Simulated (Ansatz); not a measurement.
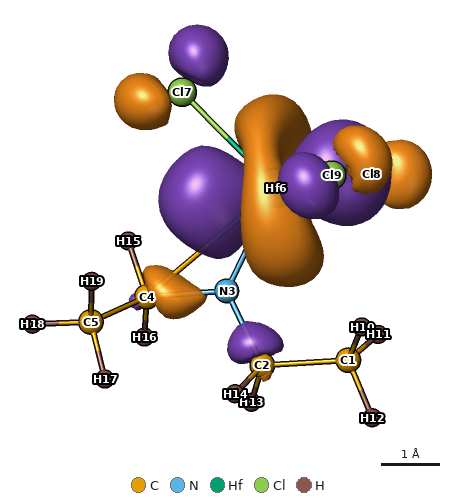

Figure. C$_{4}$H$_{10}$Cl$_{3}$HfN. One frontier orbital at ±0.1 Å⁻³ᐟ² (orange and purple are the two phases), seen across its widest extent.

Geometry: PBE0-D4/def2-TZVP; core potentials replace the inner electrons of Hf.

The calculation used Ansatz, RKS PBE0-D4/def2-TZVPP.

```yaml
atoms:
  - { symbol: C, position_ang: [-0.9467, -2.1155, -0.3503] }
  - { symbol: C, position_ang: [-0.2948, -1.1043, 0.5712] }
  - { symbol: N, position_ang: [-0.1880, 0.2203, -0.0173] }
  - { symbol: C, position_ang: [0.2348, 1.2404, 0.9395] }
  - { symbol: C, position_ang: [1.6935, 1.1361, 1.3528] }
  - { symbol: Hf, position_ang: [-0.5899, 0.7253, -1.9090] }
  - { symbol: Cl, position_ang: [0.0554, 2.9531, -2.2479] }
  - { symbol: Cl, position_ang: [-2.8987, 0.4979, -2.2893] }
  - { symbol: Cl, position_ang: [0.6116, -0.6518, -3.3842] }
  - { symbol: H, position_ang: [-0.3603, -2.2744, -1.2596] }
  - { symbol: H, position_ang: [-1.9580, -1.8080, -0.6301] }
  - { symbol: H, position_ang: [-1.0250, -3.0818, 0.1509] }
  - { symbol: H, position_ang: [-0.8827, -1.0248, 1.4969] }
  - { symbol: H, position_ang: [0.6981, -1.4699, 0.8621] }
  - { symbol: H, position_ang: [0.0603, 2.2310, 0.5084] }
  - { symbol: H, position_ang: [-0.4121, 1.1760, 1.8254] }
  - { symbol: H, position_ang: [1.9104, 0.1863, 1.8446] }
  - { symbol: H, position_ang: [1.9437, 1.9365, 2.0529] }
  - { symbol: H, position_ang: [2.3483, 1.2278, 0.4831] }
```

Q: Which orbital is it: HOMO or LUMO?

A: The LUMO, at −1.46 eV. Its weight (Hirshfeld) is mainly on Hf6 (about 65 %), Cl7 (about 10 %), Cl9 (about 10 %) and Cl8 (about 5 %).
